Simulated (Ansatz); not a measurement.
Molecule: C₂HClF₂, SMILES FC(F)=CCl.

```xyz
6

F      0.9089    -0.8206     1.3342
C      0.2750    -0.5728     0.2128
F      0.1999    -1.6432    -0.5303
C     -0.2116     0.6160    -0.0942
Cl    -1.0329     0.9151    -1.5595
H     -0.0973     1.4415     0.5909
```

Hartree-Fock orbital energies near the frontier, HF/def2-TZVPP with the Ansatz code, at a PBE0-D4/def2-TZVP geometry (a minimum by its frequencies), isolated molecule; empty levels in grey, levels within 0.03 eV side by side.

> Where do the frontier orbitals lie?

HOMO at −10.32 eV, LUMO at 4.26 eV, 14.58 eV apart.

> List the levels.

| orbital | energy (eV) |
| --- | --- |
| LUMO+2 | 5.10 |
| LUMO+1 | 4.43 |
| LUMO | 4.26 |
| HOMO | −10.32 |
| HOMO−1 | −12.84 |
| HOMO−2 | −14.40 |
| HOMO−3 | −16.37 |
| HOMO−4 | −18.14 |
| HOMO−5 | −18.69 |
| HOMO−6 | −19.24 |

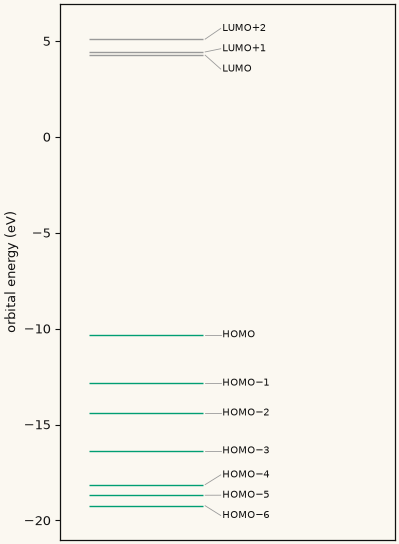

Note: empty levels above zero depend strongly on the basis.
